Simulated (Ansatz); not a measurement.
# C2HGe (doublet): from Hartree-Fock to the top rungs, cc-pVTZ

Aim: climb from Hartree-Fock through coupled cluster for C2HGe (doublet) at one geometry and basis, and see what each rung misses.

Computed with Ansatz 0.2.0, Gaussian basis. Level: cc-pVTZ, core rule «outside noble gas», up to 16 orbitals frozen.

Plan: UHF; CCSD(T) on ROHF; CCSD(T) on UHF; BCCD(T) on ROHF; CCSDT(Q) on ROHF; CCSDT(Q) on UHF.

5 further runs of the same task are left out: 5 set aside as unsound or not needed. Runs told in other sessions of the task aren't counted.

**1. The geometry**

The geometry is a PBE0/def2-TZVP stationary point (not a proven minimum). No spin-orbit coupling is included. The filled d shell of Ge may be among the frozen orbitals whatever the setting's name suggests.

4 atoms, charge 0, spin multiplicity 2.

Atoms are counted from 1 here; the program's logs count them from 0.

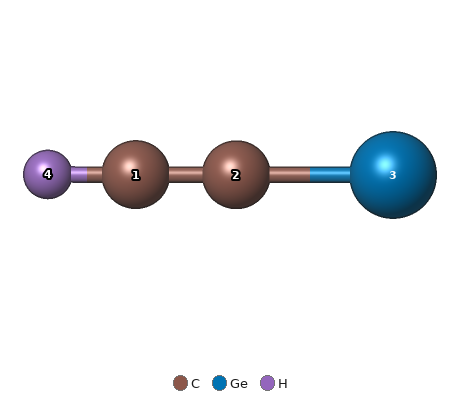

The geometry (carbon brown, germanium blue, hydrogen purple); atoms are numbered from 1 in the order of the file.

In the tables R marks a restricted open-shell determinant and U an unrestricted one; energies count from the table's Hartree-Fock row.

**2. UHF**

Input file in.yaml:

```yaml
crystal:
  periodic: [false, false, false]
  atoms:
    - {symbol: C, position_ang: [0.000000, 0.000000, 0.818000]}
    - {symbol: C, position_ang: [0.000000, 0.000000, -0.401200]}
    - {symbol: Ge, position_ang: [0.000000, 0.000000, -2.301300]}
    - {symbol: H, position_ang: [0.000000, 0.000000, 1.884500]}
basis:
  gaussian: {orbitals: cc-pVTZ}
magnetization: {spin_polarized: true, initial_magnetization: 1}
hamiltonian: {xc: hf}
output: {orbitals: {seedname: orbitals}}
```

On the command line:

```sh
ansatz run in.yaml --threads 1 --pin off --events-out ev --progress --plain --max-ram 2560MiB --backend cpu
```

Log:

```text
Functional definition: HF
  name "HF"
  cite "Fock, Z. Phys. 61, 126 (1930) doi:10.1007/BF01340294"
  parent pbe
  exchange = exact_x
  correlation = 0
961 factors; their error is unknown
mean field evaluation 1: about -58545.1008 eV, gradient 2.2e1 eV
mean field evaluation 2: about -58547.4336 eV, gradient 1.3e1 eV
mean field evaluation 4: about -58548.5940 eV, gradient 1.1e0 eV
mean field evaluation 8: about -58548.6239 eV, gradient 2.6e-1 eV
mean field evaluation 16: about -58548.6405 eV, gradient 1.0e-1 eV
mean field evaluation 32: about -58549.4305 eV, gradient 7.1e-1 eV
mean field evaluation 64: about -58548.3052 eV, gradient 5.5e0 eV
mean field evaluation 96: about -58549.3399 eV, gradient 2.8e0 eV
mean field evaluation 128: about -58543.9771 eV, gradient 9.9e0 eV
mean field -58549.50345762 eV, -2151.6545657889 hartree, gradient 2.1e-5 eV, S^2 0.881296; 1 other end points of the search recorded, 0 dependent functions left out
reference -58549.50345762 eV, -2151.6545657889 hartree; 23, 22 occupied and 94, 95 virtual orbitals, 961 factors
Total energy: -58549.50345762 eV, -2151.6545657889 hartree
```

It took 9 s on 1 thread of AMD EPYC 7R13, shared host; peak memory 0.38 GiB.

From the report: ⟨S²⟩ of the determinant 0.881 (pure doublet: 0.75).

**3. CCSD(T) on ROHF**

Changes to in.yaml since step 2:

```diff
@@ -9,4 +9,3 @@
   gaussian: {orbitals: cc-pVTZ}
-magnetization: {spin_polarized: true, initial_magnetization: 1}
-hamiltonian: {xc: hf}
-output: {orbitals: {seedname: orbitals}}
+magnetization: {spin_polarized: false, initial_magnetization: 1}
+correlation: {method: ccsd_t, electrons: outside_noble_gas}
```

On the command line:

```sh
ansatz run in.yaml --threads 2 --pin off --events-out ev --progress --plain --max-ram 15360MiB --backend cuda --devices 0, --max-vram 18GiB
```

Log, shortened:

```text
Functional definition: HF
  name "HF"
  cite "Fock, Z. Phys. 61, 126 (1930) doi:10.1007/BF01340294"
  parent pbe
[...]
716 factors; integrals over basis functions are off by at most 1.2e-3 eV
[...]
mean field -58549.32311062 eV, -2151.6479381588 hartree, gradient 2.0e-6 eV, S^2 0.750000; 2 other end points of the search recorded, 0 dependent functions left out
[...]
16 core orbitals not correlated: weight in the atoms' cores, before any rotation towards them, 0.999 or more for the frozen orbitals, at most 0.000 for the correlated occupied ones
reference -58549.32311062 eV, -2151.6479381588 hartree; 7, 6 occupied and 94, 95 virtual orbitals, 716 factors
second order -10.04699841 eV of doubles, -0.06372558 eV of singles
cycle   1  -10.14050152 eV  change   -2.8e-2 eV  update   9.5e-2
[...]
cycle  12  -10.60713092 eV  change    3.8e-6 eV  update   6.9e-6
perturbative correction -0.59731654 eV, -0.0219509779 hartree
Total energy: -58560.52755808 eV, -2152.0596940083 hartree
```

It took 3.7 s on 1 × H100 (card shared with other runs) with 2 threads of AMD EPYC 7R13, shared host; peak host memory 0.79 GiB.

From the report: correlation -11.2044 eV; T1 0.022; largest double amplitude 0.07.

**4. CCSD(T) on UHF**

Changes to in.yaml since step 3:

```diff
@@ -9,3 +9,3 @@
   gaussian: {orbitals: cc-pVTZ}
-magnetization: {spin_polarized: false, initial_magnetization: 1}
+magnetization: {spin_polarized: true, initial_magnetization: 1}
 correlation: {method: ccsd_t, electrons: outside_noble_gas}
```

Same command.

Log, shortened:

```text
Functional definition: HF
  name "HF"
  cite "Fock, Z. Phys. 61, 126 (1930) doi:10.1007/BF01340294"
  parent pbe
[...]
716 factors; integrals over basis functions are off by at most 1.2e-3 eV
[...]
mean field -58549.50414320 eV, -2151.6545909832 hartree, gradient 1.5e-6 eV, S^2 0.881298; 11 other end points of the search recorded, 0 dependent functions left out
determinant -58549.50414320 eV, -2151.6545909832 hartree, with singles and doubles -58560.04490730 eV, -2152.0419569191 hartree
determinant -58546.25845061 eV, -2151.5353139806 hartree, with singles and doubles -58555.97175534 eV, -2151.8922713456 hartree
determinant -58546.20157162 eV, -2151.5332237163 hartree, with singles and doubles -58556.43391052 eV, -2151.9092552351 hartree
determinant -58546.19957533 eV, -2151.5331503538 hartree, with singles and doubles -58556.67041717 eV, -2151.9179466943 hartree
16 core orbitals not correlated: weight in the atoms' cores, before any rotation towards them, 0.999 or more for the frozen orbitals, at most 0.000 for the correlated occupied ones
reference -58549.50414320 eV, -2151.6545909832 hartree; 7, 6 occupied and 94, 95 virtual orbitals, 716 factors
second order -9.68736430 eV of doubles, -0.00000000 eV of singles
cycle   1  -10.39901983 eV  change   -7.3e-1 eV  update   2.4e-2
[...]
cycle  10  -10.43369226 eV  change    2.3e-6 eV  update   7.3e-6
perturbative correction -0.58327670 eV, -0.0214350233 hartree
Total energy: -58560.52111216 eV, -2152.0594571250 hartree
```

Wall time 6.5 s (1 × H100 (card shared with other runs) with 2 threads of AMD EPYC 7R13, shared host); peak host memory 0.82 GiB.

From the report: ⟨S²⟩ of the determinant 0.881 (pure doublet: 0.75); correlation -11.0170 eV; T1 0.035; largest double amplitude 0.07.

**5. BCCD(T) on ROHF**

Changes to in.yaml since step 4:

```diff
@@ -9,3 +9,3 @@
   gaussian: {orbitals: cc-pVTZ}
-magnetization: {spin_polarized: true, initial_magnetization: 1}
-correlation: {method: ccsd_t, electrons: outside_noble_gas}
+magnetization: {spin_polarized: false, initial_magnetization: 1}
+correlation: {method: bccd_t, electrons: outside_noble_gas}
```

The command is unchanged.

Log, shortened:

```text
Functional definition: HF
  name "HF"
  cite "Fock, Z. Phys. 61, 126 (1930) doi:10.1007/BF01340294"
  parent pbe
[...]
716 factors; integrals over basis functions are off by at most 1.2e-3 eV
[...]
mean field -58549.32311062 eV, -2151.6479381588 hartree, gradient 2.0e-6 eV, S^2 0.750000; 2 other end points of the search recorded, 0 dependent functions left out
[...]
16 core orbitals not correlated: weight in the atoms' cores, before any rotation towards them, 0.999 or more for the frozen orbitals, at most 0.000 for the correlated occupied ones
reference -58549.32311062 eV, -2151.6479381588 hartree; 7, 6 occupied and 94, 95 virtual orbitals, 716 factors
second order -10.04699841 eV of doubles, -0.06372558 eV of singles
cycle   1  -10.14975028 eV  change   -3.7e-2 eV  update   9.5e-2
[...]
cycle  14  -10.58595872 eV  change   -3.4e-6 eV  update   5.1e-6
perturbative correction -0.62093494 eV, -0.0228189381 hartree
Total energy: -58560.53000428 eV, -2152.0597839043 hartree
```

Run time: 4.9 s. Hardware: 1 × H100 (card shared with other runs) with 2 threads of AMD EPYC 7R13, shared host; peak host memory 0.81 GiB.

From the report: correlation -11.2069 eV; largest double amplitude 0.07.

**6. CCSDT(Q) on ROHF**

Changes to in.yaml since step 5:

```diff
@@ -10,2 +10,2 @@
 magnetization: {spin_polarized: false, initial_magnetization: 1}
-correlation: {method: bccd_t, electrons: outside_noble_gas}
+correlation: {method: ccsdt_q, electrons: outside_noble_gas}
```

Same command.

Log, shortened:

```text
Functional definition: HF
  name "HF"
  cite "Fock, Z. Phys. 61, 126 (1930) doi:10.1007/BF01340294"
  parent pbe
[...]
1346 factors; integrals over basis functions are off by at most 2.6e-7 eV
[...]
mean field -58549.32315230 eV, -2151.6479396906 hartree, gradient 7.9e-6 eV, S^2 0.750000; 3 other end points of the search recorded, 0 dependent functions left out
[...]
16 core orbitals not correlated: weight in the atoms' cores, before any rotation towards them, 0.999 or more for the frozen orbitals, at most 0.000 for the correlated occupied ones
reference -58549.32315230 eV, -2151.6479396906 hartree; 7, 6 occupied and 94, 95 virtual orbitals, 1346 factors
second order -10.04702863 eV of doubles, -0.06372548 eV of singles
cycle   1  -10.14048380 eV  change   -2.8e-2 eV  update   1.2e-1
[...]
cycle  20  -11.21347075 eV  change    4.7e-7 eV  update   6.0e-7
perturbative correction -0.04835231 eV, -0.0017769146 hartree
Total energy: -58560.58497537 eV, -2152.0618040546 hartree
```

It took 56 s on 1 × H100 (card shared with other runs) with 2 threads of AMD EPYC 7R13, shared host; peak host memory 1.3 GiB.

From the report: correlation -11.2618 eV; T1 0.022; largest double amplitude 0.08.

**7. CCSDT(Q) on UHF**

Changes to in.yaml since step 6:

```diff
@@ -9,3 +9,3 @@
   gaussian: {orbitals: cc-pVTZ}
-magnetization: {spin_polarized: false, initial_magnetization: 1}
+magnetization: {spin_polarized: true, initial_magnetization: 1}
 correlation: {method: ccsdt_q, electrons: outside_noble_gas}
```

Launched as before.

Log, shortened:

```text
Functional definition: HF
  name "HF"
  cite "Fock, Z. Phys. 61, 126 (1930) doi:10.1007/BF01340294"
  parent pbe
[...]
1346 factors; integrals over basis functions are off by at most 2.6e-7 eV
[...]
mean field -58549.50418419 eV, -2151.6545924896 hartree, gradient 1.5e-6 eV, S^2 0.881297; 11 other end points of the search recorded, 0 dependent functions left out
determinant -58549.50418419 eV, -2151.6545924896 hartree, with singles and doubles -58560.04497354 eV, -2152.0419593536 hartree
determinant -58546.25849309 eV, -2151.5353155418 hartree, with singles and doubles -58555.97182286 eV, -2151.8922738267 hartree
determinant -58546.20161767 eV, -2151.5332254087 hartree, with singles and doubles -58556.43397736 eV, -2151.9092576913 hartree
determinant -58546.19962048 eV, -2151.5331520134 hartree, with singles and doubles -58556.67048352 eV, -2151.9179491327 hartree
16 core orbitals not correlated: weight in the atoms' cores, before any rotation towards them, 0.999 or more for the frozen orbitals, at most 0.000 for the correlated occupied ones
reference -58549.50418419 eV, -2151.6545924896 hartree; 7, 6 occupied and 94, 95 virtual orbitals, 1346 factors
second order -9.68739458 eV of doubles, -0.00000000 eV of singles
cycle   1  -9.85699100 eV  change   -1.7e-1 eV  update   1.2e-1
[...]
cycle  21  -11.03675274 eV  change   -9.5e-8 eV  update   3.7e-7
perturbative correction -0.04870841 eV, -0.0017900009 hartree
Total energy: -58560.58964534 eV, -2152.0619756728 hartree
```

It took 61 s on 1 × H100 (card shared with other runs) with 2 threads of AMD EPYC 7R13, shared host; peak host memory 1.2 GiB.

From the report: ⟨S²⟩ of the determinant 0.881 (pure doublet: 0.75); correlation -11.0855 eV; T1 0.038; largest double amplitude 0.08.

**8. Misses and costs**

The yardstick is UCCSDT(Q), where the cluster series has nearly closed. Rows without a time are mean-field rows or come out of runs for another level: lower rungs of the coupled-cluster runs, or the Hartree-Fock search.

Differences are taken before rounding.

```csv
method,energy from the lowest ROHF (kJ/mol),from UCCSDT(Q) (kJ/mol),time
ROHF,0.0,+1087.1,
UHF,-17.5,+1069.6,
RMP2,-975.5,+111.5,
UMP2,-952.2,+134.9,
RCCSD,-1023.4,+63.6,
UCCSD,-1024.2,+62.9,
RCCSD(T),-1081.1,+6.0,3.7 s
UCCSD(T),-1080.4,+6.6,6.5 s
BCCD(T),-1081.3,+5.8,4.9 s
RCCSDT,-1081.9,+5.1,
UCCSDT,-1082.4,+4.7,
RCCSDT(Q),-1086.6,+0.5,56 s
UCCSDT(Q),-1087.1,0,61 s
```

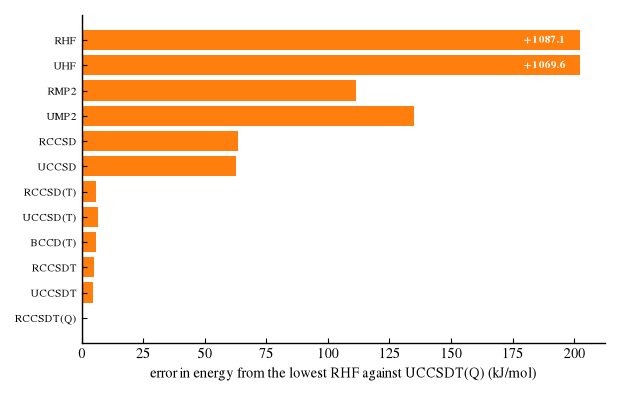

How far each level lands from UCCSDT(Q). Bars with a number in them are cut short.

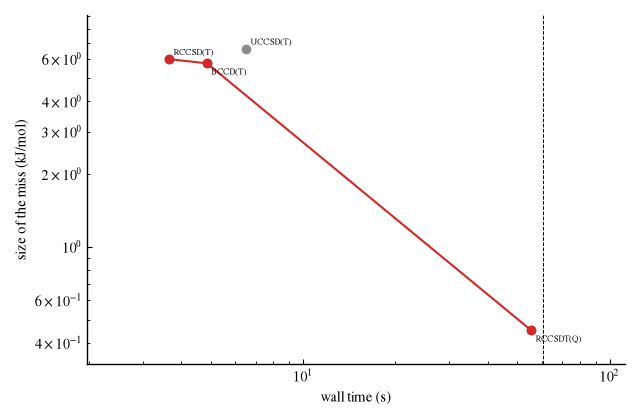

Miss against cost. Red marks the levels that no quicker level drawn beats (of those quicker than the yardstick), and the dashed line is the time of UCCSDT(Q). Times are from a shared host.

With the free atoms at the same levels and basis (separate runs), the atomisation energy is 15.542 eV at UCCSDT(Q), 15.536 eV at RCCSD(T), 15.516 eV at UCCSD(T), 11.360 eV at ROHF.

**9. Results**

```
                         quantity          value
    UCCSDT(Q) from the ROHF energy    -11.2665 eV
              RMP2 from UCCSDT(Q)  +111.5 kJ/mol
              UMP2 from UCCSDT(Q)  +134.9 kJ/mol
             RCCSD from UCCSDT(Q)   +63.6 kJ/mol
          RCCSD(T) from UCCSDT(Q)    +6.0 kJ/mol
          UCCSD(T) from UCCSDT(Q)    +6.6 kJ/mol
         RCCSDT(Q) from UCCSDT(Q)    +0.5 kJ/mol
levels within 1 kcal/mol (43 meV)      RCCSDT(Q)
                    T1 diagnostic          0.022
```

RCCSD(T) misses by +6.0 kJ/mol, 0.6 % of the correlation energy. These misses are within one basis, not against nature; the frozen cores of restricted and unrestricted runs differ, which can shift their rows.

RCCSDT(Q) reaches 0.5 kJ/mol from the reference in 56 s, where UCCSDT(Q) took 61 s; the quickest level in the cost chart, RCCSD(T), takes 3.7 s and misses by 6.0 kJ/mol.
